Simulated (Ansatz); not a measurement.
**From SnF4 to SnCl4: predicting a member**

On one Sn centre, n of the F ligands are replaced by Cl. The HOMO–LUMO gap y in eV at wB97X-V/def2-TZVPP. Shapes, held fixed at every level: PBE0-D4/def2-TZVP. Programs: Ansatz 0.2.0.

```
molecule  n  y (eV)
    SnF4  0   13.71
 SnCl2F2  2   11.61
  SnCl3F  3       ?
   SnCl4  4   11.18
```

Q: Fit y = c + s·n to the known rows and predict SnCl3F.

A: 
1. Means of the 3 rows: n = 2.00000, y = 12.167.
2. Σ(Δn)² = 8, Σ(Δn·Δy) = -5.06, so the slope is -5.06/8 = -0.6325.
3. Intercept: 12.167 − (-0.6325) × 2.00000 = 13.432. The largest residual of the fit is 0.56.
4. SnCl3F: 13.432 + (-0.6325) × 3 = 11.53 eV.

The run gave 11.37 eV, so the prediction is off by +0.16 eV, within the scatter of the fit. The step per swap changes from -1.05 to -0.19 eV along the series, so a line misses the bend. Other levels give for SnCl3F: PBE-D4/def2-TZVPP 4.35; r2SCAN-D4/def2-TZVPP 4.92; wB97M-V/def2-TZVPP 11.11 eV. Orbital gaps aren't excitation energies, and the LUMO depends on the basis. For atoms past krypton def2 sets carry core potentials with scalar relativity.

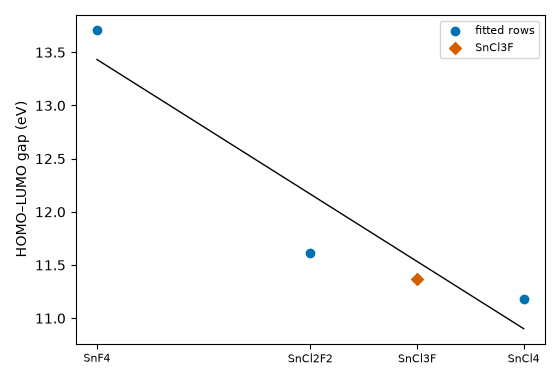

The fitted line, with the withheld member.
